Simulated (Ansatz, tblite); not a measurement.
# The cluster Hg₃TeBr₄: isomers from a random search

Which shape does the cluster Hg₃TeBr₄ prefer? Candidates from a tight-binding search are relaxed and compared.

Computed with Ansatz 0.2.0, Gaussian basis. Level: relaxed with PBE-D4/def2-SVP, singlet.

5 further runs of the same task are left out: 3 that didn't finish, 2 set aside as unsound or not needed.

### Step 1. The system as given

8 atoms, charge 0, spin multiplicity 1.

Atoms are counted from 1 here; the program's logs count them from 0.

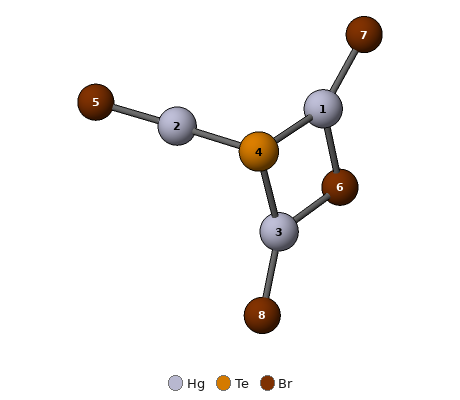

As it starts; mercury light grey, tellurium orange, bromine brown; atoms are numbered from 1 in the order of the file.

Hg, Te take a core potential in the def2 sets. No spin-orbit coupling is included.

A search from random starts with GFN1-xTB found 8 distinct shapes; 2 go on here. The structure above is candidate A, which lies 0.00 eV above the lowest at that level; B lies 0.00 eV above the lowest at that level.

### Step 2. Relaxing candidate A

in.yaml

```yaml
crystal:
  periodic: [false, false, false]
  atoms:
    - {symbol: Hg, position_ang: [-1.727000, 1.113050, 0.869310]}
    - {symbol: Hg, position_ang: [2.315120, 1.184100, -0.467770]}
    - {symbol: Hg, position_ang: [-0.420470, -2.028020, -0.713570]}
    - {symbol: Te, position_ang: [-0.170990, 0.688590, -1.449270]}
    - {symbol: Br, position_ang: [4.665560, 1.885720, -0.199470]}
    - {symbol: Br, position_ang: [-1.910050, -1.484840, 1.424600]}
    - {symbol: Br, position_ang: [-2.889110, 2.914680, 2.058720]}
    - {symbol: Br, position_ang: [0.136940, -4.273280, -1.522540]}
basis:
  gaussian: {orbitals: def2-SVP}
hamiltonian: {xc: pbe, dispersion: d4}
scf: {lower_state_search: "off"}
output: {orbitals: {seedname: orbitals}}
relax: {f_tol: 0.03, max_steps: 70}
```

Command:

```console
$ ansatz run in.yaml --threads 6 --pin off --events-out ev --progress --plain --max-ram 7833MiB
```

Log (excerpt; [...] marks lines left out):

```text
Functional definition: PBE
  name "PBE"
  cite "Perdew, Burke & Ernzerhof, Phys. Rev. Lett. 77, 3865 (1996) doi:10.1103/PhysRevLett.77.3865"
  parent pbe
[...]
2639 factors; their error is unknown
[...]
mean field -299940.71340637 eV, -11022.6179105666 hartree, gradient 1.5e-6 eV, S^2 0.000000; 0 other end points of the search recorded, 0 dependent functions left out
[...]
reference -299940.71345873 eV, -11022.6179124905 hartree; 112, 112 occupied and 138, 138 virtual orbitals, 2639 factors
relax step   1: F+E_penalty+E_count = -299941.26120440 eV  Δ(F+E_penalty+E_count) = +0.000e0 eV  max|allowed force component| = 5.570e-1 eV/Å  Δτ_max = 0.0000 Å  (22 SCF iters, accepted)
[...]
relax step   8: F+E_penalty+E_count = -299941.51254674 eV  Δ(F+E_penalty+E_count) = -2.559e-2 eV  max|allowed force component| = 5.248e-1 eV/Å  Δτ_max = 0.1946 Å  (21 SCF iters, accepted)
[...]
relax step  15: F+E_penalty+E_count = -299941.60388818 eV  Δ(F+E_penalty+E_count) = -9.877e-4 eV  max|allowed force component| = 2.396e-2 eV/Å  Δτ_max = 0.0580 Å  (21 SCF iters, accepted)
[...]
relax step  22: F+E_penalty+E_count = -299941.62887754 eV  Δ(F+E_penalty+E_count) = -5.446e-3 eV  max|allowed force component| = 3.713e-2 eV/Å  Δτ_max = 0.1463 Å  (20 SCF iters, accepted)
[...]
relax step  28: F+E_penalty+E_count = -299941.64320633 eV  Δ(F+E_penalty+E_count) = +4.134e-4 eV  max|allowed force component| = 9.979e-2 eV/Å  Δτ_max = 0.1978 Å  (21 SCF iters, rejected (line search))
[...]
relax step  29: F+E_penalty+E_count = -299941.64456083 eV  Δ(F+E_penalty+E_count) = -9.411e-4 eV  max|allowed force component| = 2.606e-2 eV/Å  Δτ_max = 0.0968 Å  (20 SCF iters, accepted)
Total energy: -299941.64461090 eV, -11022.6521317016 hartree
Atom 0 at    -1.679217     0.570764     1.306880 Å, force     0.020434     0.026058     0.004451 eV/Å
Atom 1 at     1.540460     1.563084    -0.636634 Å, force     0.010664    -0.000230     0.003509 eV/Å
Atom 2 at    -0.100468    -1.908196    -1.302691 Å, force     0.000573     0.002931     0.002527 eV/Å
Atom 3 at    -0.684723     0.657123    -1.836854 Å, force     0.003348     0.008173    -0.004335 eV/Å
Atom 4 at     3.658829     2.349089     0.346777 Å, force    -0.014175    -0.002560    -0.007248 eV/Å
Atom 5 at    -2.618742    -1.722297     1.166927 Å, force    -0.007475    -0.003325     0.002314 eV/Å
Atom 6 at    -0.642274     2.751859     1.893618 Å, force    -0.014875    -0.024532    -0.002035 eV/Å
Atom 7 at     0.526136    -4.261426    -0.938012 Å, force     0.001506    -0.006516     0.000817 eV/Å
Dipole moment:    -0.345289     0.231833    -0.394599 e Å
Checks for a lower state left out: stability, starts, cluster_reference, orbital_swaps, neighbouring_geometries, increment
```

Run time: 1.9 min. Hardware: 6 threads of Intel Xeon at 2.70GHz, shared host; peak memory 0.59 GiB.

The steps of the relaxation: (the energy doesn't fall at every step)

```
step  energy from step 1 (eV)  largest force component (eV/Å)
   1                   0.0000                          0.5570
   2                  -0.1024                          0.4966
   3                  -0.1518                          0.1369
   4                  -0.1781                          0.0575
   5                  -0.1935                          0.1128
   6                  -0.2095                          0.2479
   7                  -0.2258                          0.4378
   8                  -0.2513                          0.5248
   9                  -0.3116                          0.2887
  10                  -0.3269                          0.1989
  11                  -0.3388                          0.0591
  12                  -0.3374                          0.0738
  13                  -0.3408                          0.0251
  14                  -0.3417                          0.0357
  15                  -0.3427                          0.0240
  16                  -0.3454                          0.0837
  17                  -0.3483                          0.1798
  18                  -0.3506                          0.2676
  19                  -0.3502                          0.2251
  20                  -0.3575                          0.0604
  21                  -0.3622                          0.0415
  22                  -0.3677                          0.0371
  23                  -0.3720                          0.0967
  24                  -0.3750                          0.1897
  25                  -0.3783                          0.1120
  26                  -0.3808                          0.0115
  27                  -0.3824                          0.0312
  28                  -0.3820                          0.0998
  29                  -0.3834                          0.0261
```

The force was under the threshold of 0.03 eV/Å already at step 13, but the program went on to step 29.

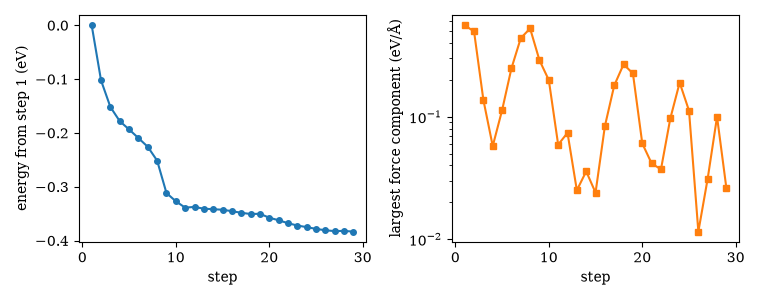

Energy and force, step by step.

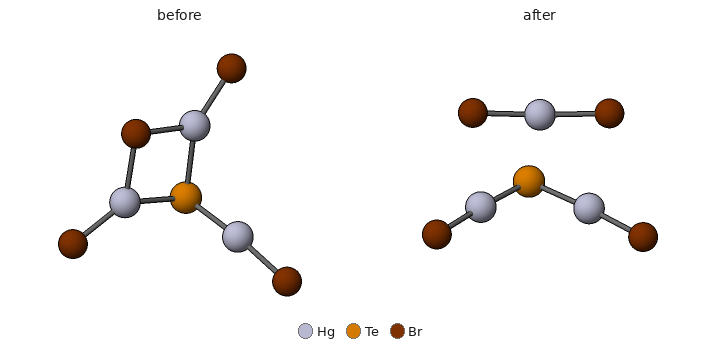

The geometry before (left) and after (right).

Distances of close pairs at the start and the end, largest changes first:

```
   bond  before (Å)  after (Å)  change (Å)
Hg3–Br6       2.662      3.532      +0.870
Hg1–Te4       2.824      3.298      +0.474
Hg1–Br6       2.663      2.482      -0.181
Hg3–Te4       2.826      2.685      -0.141
Hg1–Br7       2.452      2.485      +0.034
Hg2–Te4       2.718      2.686      -0.033
Hg3–Br8       2.451      2.462      +0.012
Hg2–Br5       2.468      2.464      -0.003
```

Contacts that opened: Hg1–Te4 2.82 to 3.30 Å, Hg3–Br6 2.66 to 3.53 Å.

### Step 3. Relaxing candidate B

in.yaml

```yaml
crystal:
  periodic: [false, false, false]
  atoms:
    - {symbol: Hg, position_ang: [-1.677750, -1.931970, 0.328650]}
    - {symbol: Hg, position_ang: [-0.639050, 2.002380, -0.524530]}
    - {symbol: Hg, position_ang: [2.198380, -0.234370, 0.501690]}
    - {symbol: Te, position_ang: [-0.391660, 0.116450, 1.562890]}
    - {symbol: Br, position_ang: [-3.311370, -3.722100, -0.122630]}
    - {symbol: Br, position_ang: [1.821700, 1.547470, -1.450860]}
    - {symbol: Br, position_ang: [-2.282820, 3.629110, -1.335250]}
    - {symbol: Br, position_ang: [4.282570, -1.406970, 1.040040]}
basis:
  gaussian: {orbitals: def2-SVP}
hamiltonian: {xc: pbe, dispersion: d4}
scf: {lower_state_search: "off"}
output: {orbitals: {seedname: orbitals}}
relax: {f_tol: 0.03, max_steps: 70}
```

The command is unchanged.

Log (excerpt; [...] marks lines left out):

```text
Functional definition: PBE
  name "PBE"
  cite "Perdew, Burke & Ernzerhof, Phys. Rev. Lett. 77, 3865 (1996) doi:10.1103/PhysRevLett.77.3865"
  parent pbe
[...]
2639 factors; their error is unknown
[...]
mean field -299940.69638675 eV, -11022.6172851068 hartree, gradient 3.8e-6 eV, S^2 0.000000; 0 other end points of the search recorded, 0 dependent functions left out
[...]
reference -299940.69643899 eV, -11022.6172870269 hartree; 112, 112 occupied and 138, 138 virtual orbitals, 2639 factors
relax step   1: F+E_penalty+E_count = -299941.24713525 eV  Δ(F+E_penalty+E_count) = +0.000e0 eV  max|allowed force component| = 5.342e-1 eV/Å  Δτ_max = 0.0000 Å  (22 SCF iters, accepted)
[...]
relax step   6: F+E_penalty+E_count = -299941.45648162 eV  Δ(F+E_penalty+E_count) = -4.389e-3 eV  max|allowed force component| = 4.605e-2 eV/Å  Δτ_max = 0.1796 Å  (20 SCF iters, accepted)
[...]
Total energy: -299941.54941229 eV, -11022.6486332173 hartree
Atom 0 at    -1.397403    -1.616203     0.261012 Å, force    -0.008596    -0.009141     0.000245 eV/Å
Atom 1 at    -0.826759     2.000093    -0.066782 Å, force    -0.005581     0.010661     0.006810 eV/Å
Atom 2 at     1.921837    -0.241495     0.970378 Å, force     0.010610    -0.000374     0.004763 eV/Å
Atom 3 at    -0.553355     0.275300     2.090659 Å, force    -0.002286     0.000104     0.006741 eV/Å
Atom 4 at    -2.510676    -3.523779    -0.839674 Å, force    -0.004253    -0.003769    -0.001440 eV/Å
Atom 5 at     0.441157    -0.173723    -1.639344 Å, force     0.002399    -0.002224    -0.012065 eV/Å
Atom 6 at    -1.399331     3.985165    -1.421966 Å, force     0.003075     0.001586    -0.004544 eV/Å
Atom 7 at     4.324529    -0.705357     0.645718 Å, force     0.004633     0.003156    -0.000509 eV/Å
Dipole moment:    -0.259773     0.112039     0.998245 e Å
Checks for a lower state left out: stability, starts, cluster_reference, orbital_swaps, neighbouring_geometries, increment
```

Wall time 94 s (6 threads of Intel Xeon at 2.70GHz, shared host); peak memory 0.59 GiB.

Relaxation path: (the energy doesn't fall at every step)

```
step  energy from step 1 (eV)  largest force component (eV/Å)
   1                   0.0000                          0.5342
   2                  -0.1119                          0.4090
   3                  -0.1629                          0.1342
   4                  -0.1866                          0.1190
   5                  -0.2050                          0.0296
   6                  -0.2093                          0.0461
   7                  -0.2102                          0.0214
   8                  -0.2108                          0.0112
   9                  -0.2115                          0.0224
  10                  -0.2131                          0.0371
  11                  -0.2152                          0.0796
  12                  -0.2198                          0.1156
  13                  -0.2298                          0.1016
  14                  -0.2406                          0.0819
  15                  -0.2573                          0.0793
  16                  -0.2732                          0.0463
  17                  -0.2838                          0.1438
  18                  -0.2840                          0.2225
  19                  -0.2863                          0.2672
  20                  -0.2913                          0.1303
  21                  -0.3007                          0.0312
  22                  -0.2837                          0.3223
  23                  -0.3022                          0.0121
```

The force was under the threshold of 0.03 eV/Å already at step 5, but the program went on to step 23.

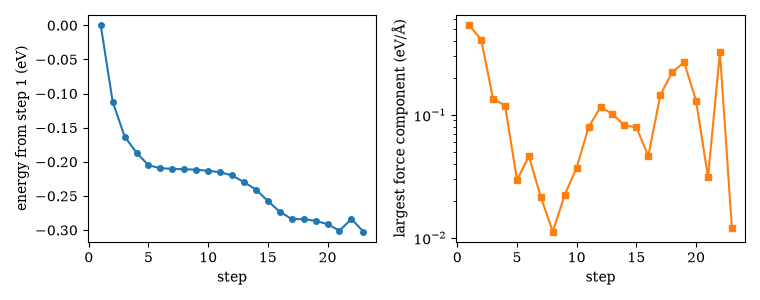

Energy and force, step by step.

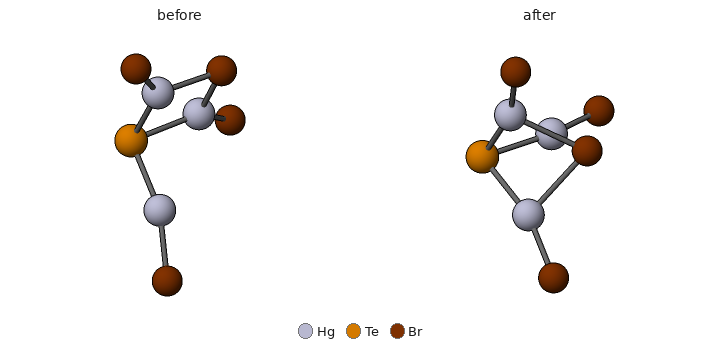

Before and after, at one scale.

Distances of close pairs at the start and the end, largest changes first:

```
   bond  before (Å)  after (Å)  change (Å)
Hg1–Br6       5.246      3.012      -2.234
Hg3–Br6       2.670      3.001      +0.331
Hg2–Br6       2.668      2.967      +0.299
Hg3–Te4       2.821      2.766      -0.055
Hg2–Te4       2.824      2.776      -0.048
Hg1–Te4       2.715      2.764      +0.048
Hg2–Br7       2.451      2.471      +0.020
Hg3–Br8       2.451      2.469      +0.017
```

### Step 4. The relaxed candidates

```
candidate  point group         bonds (count, mean Å)  energy above the lowest (kJ/mol)
        A           C1  Br–Hg 4, 2.47; Hg–Te 2, 2.69                               0.0
        B           Cs  Br–Hg 6, 2.73; Hg–Te 3, 2.77                               9.2
```

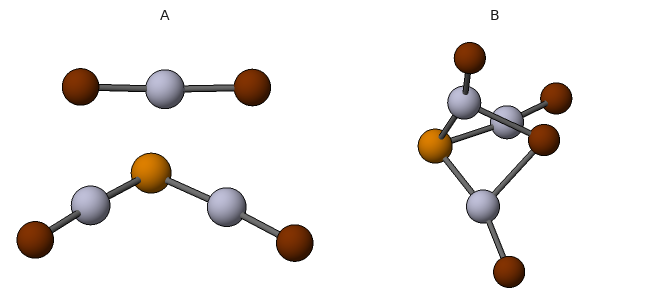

The candidates after relaxation.

### Step 5. Candidate B, GFN1-xTB

Tight binding, by tblite at 300 K electronic temperature and without a spin-polarisation term:

```python
tblite.interface.Calculator('GFN1-xTB', numbers, positions, charge=0, uhf=0).singlepoint()
```

Energy -603.1131 eV, HOMO -11.93 eV, LUMO -7.44 eV; 0.024 s.

### Step 6. Candidate B, GFN2-xTB

Tight binding, by tblite at 300 K electronic temperature and without a spin-polarisation term:

```python
tblite.interface.Calculator('GFN2-xTB', numbers, positions, charge=0, uhf=0).singlepoint()
```

Energy -599.9447 eV, HOMO -12.35 eV, LUMO -9.31 eV; 0.033 s.

### Step 7. Candidate B, PBE0-D4/def2-TZVP

start.molden holds the orbitals of an earlier run on this state, given as this run's starting guess.

in.yaml

```yaml
crystal:
  periodic: [false, false, false]
  atoms:
    - {symbol: Hg, position_ang: [-1.397403, -1.616203, 0.261012]}
    - {symbol: Hg, position_ang: [-0.826759, 2.000093, -0.066782]}
    - {symbol: Hg, position_ang: [1.921837, -0.241495, 0.970378]}
    - {symbol: Te, position_ang: [-0.553355, 0.275300, 2.090659]}
    - {symbol: Br, position_ang: [-2.510676, -3.523779, -0.839674]}
    - {symbol: Br, position_ang: [0.441157, -0.173723, -1.639344]}
    - {symbol: Br, position_ang: [-1.399331, 3.985165, -1.421966]}
    - {symbol: Br, position_ang: [4.324529, -0.705357, 0.645718]}
basis:
  gaussian: {orbitals: def2-TZVP, initial_orbitals: start.molden}
hamiltonian: {xc: pbe0, dispersion: d4}
scf: {omitted_lower_state_checks: [starts]}
output: {orbitals: {seedname: orbitals}}
```

The command is unchanged.

Log (excerpt; [...] marks lines left out):

```text
Functional definition: PBE0
  name "PBE0"
  cite "Adamo & Barone, J. Chem. Phys. 110, 6158 (1999) doi:10.1063/1.478522"
  cite "Perdew, Burke & Ernzerhof, Phys. Rev. Lett. 77, 3865 (1996) doi:10.1103/PhysRevLett.77.3865"
  parent pbe
[...]
2887 factors; integrals over basis functions are off by at most 5.7e-4 eV
[...]
mean field -299983.26601719 eV, -11024.1816901711 hartree, gradient 5.9e-5 eV, S^2 0.000000; 0 other end points of the search recorded, 0 dependent functions left out
reference -299983.26606222 eV, -11024.1816918258 hartree; 112, 112 occupied and 259, 259 virtual orbitals, 2887 factors
Total energy: -299983.80784297 eV, -11024.2016019012 hartree
Checks for a lower state left out: starts
```

It took 20 s on 6 threads of Intel Xeon at 2.70GHz, shared host; peak memory 2.2 GiB.

HOMO -7.86 eV, LUMO -3.33 eV.

### Step 8. Candidate B, PBE-D4/def2-TZVP

Edit in.yaml of step 7 so:

```diff
@@ -13,4 +13,4 @@
   gaussian: {orbitals: def2-TZVP, initial_orbitals: start.molden}
-hamiltonian: {xc: pbe0, dispersion: d4}
+hamiltonian: {xc: pbe, dispersion: d4}
 scf: {omitted_lower_state_checks: [starts]}
-output: {orbitals: {seedname: orbitals}}
+output: {forces: true, orbitals: {seedname: orbitals}}
```

Same command.

Log (excerpt; [...] marks lines left out):

```text
Functional definition: PBE
  name "PBE"
  cite "Perdew, Burke & Ernzerhof, Phys. Rev. Lett. 77, 3865 (1996) doi:10.1103/PhysRevLett.77.3865"
  parent pbe
[...]
3060 factors; their error is unknown
[...]
mean field -299976.28045370 eV, -11023.9249754475 hartree, gradient 2.4e-5 eV, S^2 0.000000; 0 other end points of the search recorded, 0 dependent functions left out
[...]
reference -299976.28051395 eV, -11023.9249776616 hartree; 112, 112 occupied and 259, 259 virtual orbitals, 3060 factors
Total energy: -299976.88945448 eV, -11023.9473558136 hartree
Atom 0 at    -1.397403    -1.616203     0.261012 Å, force     0.039979     0.050666     0.002281 eV/Å
Atom 1 at    -0.826759     2.000093    -0.066782 Å, force     0.022300    -0.063357     0.012766 eV/Å
Atom 2 at     1.921837    -0.241495     0.970378 Å, force    -0.062444     0.007763    -0.022234 eV/Å
Atom 3 at    -0.553355     0.275300     2.090659 Å, force     0.104268    -0.056249    -0.390089 eV/Å
Atom 4 at    -2.510676    -3.523779    -0.839674 Å, force     0.089367     0.159155     0.097427 eV/Å
Atom 5 at     0.441157    -0.173723    -1.639344 Å, force    -0.042375     0.025379     0.148824 eV/Å
Atom 6 at    -1.399331     3.985165    -1.421966 Å, force     0.049658    -0.165964     0.117582 eV/Å
Atom 7 at     4.324529    -0.705357     0.645718 Å, force    -0.200752     0.042606     0.033444 eV/Å
Dipole moment:    -0.277644     0.120187     1.066440 e Å
Checks for a lower state left out: starts
```

Run time: 8.5 s. Hardware: 6 threads of Intel Xeon at 2.70GHz, shared host; peak memory 1.1 GiB.

HOMO -6.76 eV, LUMO -4.04 eV.

### Step 9. Candidate B, r2SCAN-D4/def2-TZVP

Edit in.yaml of step 8 so:

```diff
@@ -13,4 +13,4 @@
   gaussian: {orbitals: def2-TZVP, initial_orbitals: start.molden}
-hamiltonian: {xc: pbe, dispersion: d4}
+hamiltonian: {xc: r2scan, dispersion: d4}
 scf: {omitted_lower_state_checks: [starts]}
-output: {forces: true, orbitals: {seedname: orbitals}}
+output: {orbitals: {seedname: orbitals}}
```

Same command.

Log:

```text
Functional definition: r2SCAN
  name "r2SCAN"
  cite "Furness, Kaplan, Ning, Perdew & Sun, J. Phys. Chem. Lett. 11, 8208 (2020) doi:10.1021/acs.jpclett.0c02405"
  cite "Furness, Kaplan, Ning, Perdew & Sun, J. Phys. Chem. Lett. 11, 9248 (2020) doi:10.1021/acs.jpclett.0c03077"
  parent r2scan
  parameter k0 = 0.174
  parameter k1 = 0.065
  parameter a1 = 4.9479
  exchange = r2scan_x(k0 = k0, k1 = k1, a1 = a1)
  correlation = r2scan_c
these checks for a lower state are left out or cut short: starts
3060 factors; their error is unknown
mean field evaluation 1: about -300022.6572 eV, gradient 1.4e1 eV
mean field evaluation 2: about -300022.8008 eV, gradient 2.5e-1 eV
mean field evaluation 4: about -300022.5678 eV, gradient 1.2e-3 eV
mean field -300022.56781803 eV, -11025.6260047119 hartree, gradient 1.6e-5 eV, S^2 0.000000; 0 other end points of the search recorded, 0 dependent functions left out
reference -300022.56783607 eV, -11025.6260053749 hartree; 112, 112 occupied and 259, 259 virtual orbitals, 3060 factors
Total energy: -300022.70836558 eV, -11025.6311697391 hartree
Checks for a lower state left out: starts
```

Run time: 12 s. Hardware: 6 threads of Intel Xeon at 2.70GHz, shared host; peak memory 1.1 GiB.

Report: HOMO -7.06 eV, LUMO -4.03 eV.

### Step 10. B against A

The energies of A at these levels come from its own runs, whose logs aren't repeated here.

```
              level  B above A (kJ/mol)     time
           GFN1-xTB               -52.0  0.036 s
           GFN2-xTB                -8.2   0.05 s
   PBE-D4/def2-TZVP               +10.4     17 s
r2SCAN-D4/def2-TZVP               +12.2     26 s
  PBE0-D4/def2-TZVP               +14.7     48 s
```

Times add the two runs; a level without a time comes out of a correlated run.

### Step 11. Summary of results

| quantity | value |
| --- | --- |
| B above A, range of the levels free of doubt, tight binding aside | +10.4 to +14.7 kJ/mol |
| levels that put B lower | GFN1-xTB, GFN2-xTB |

The levels disagree on B and A: 2 of 5 put B lower. A random search of this size may have missed the true lowest shape. Only singlets are compared; another spin may lie lower and prefer another shape.
